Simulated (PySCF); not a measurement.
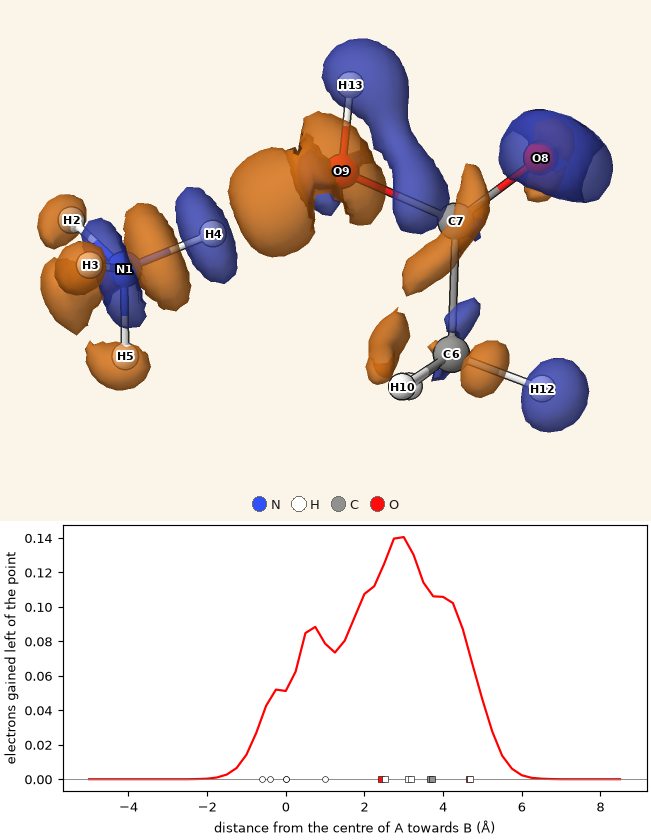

Figure 1: C$_{2}$H$_{8}$NO$_{2}$, charge +1, SMILES `[NH4+].CC(=O)O`. Density of the complex less the densities of the two fragments at the same geometry, ±0.015 e/Å³ (orange: gain, blue: loss). Fragment A: NH4(+1) (atoms 1–5); fragment B: H4C2O2. Below: the charge-displacement curve along the line of centres (A on the left).

Method: BP86/def2-SVP; geometry: GFN2-xTB; program: PySCF.

> How is the density rearranged on binding?

Hirshfeld charges show 0.083 e passing from B to A. By Hirshfeld charges, electrons gather most on O9 (−0.039 e) and leave O8 most (+0.062 e); 0.26 e is displaced in all.

> What is the interaction energy, and which contacts carry it?

The counterpoise-corrected interaction energy of the frozen fragments is −14.4 kcal/mol without dispersion correction and −16.3 kcal/mol with D3(BJ). The pair geometry is semi-empirical, not a minimum at this level. Contacts: H4···O9, hydrogen bond, 1.60 Å, ρ = 0.059 a.u. The pose is a local one from a semi-empirical search, not shown to be the most stable.
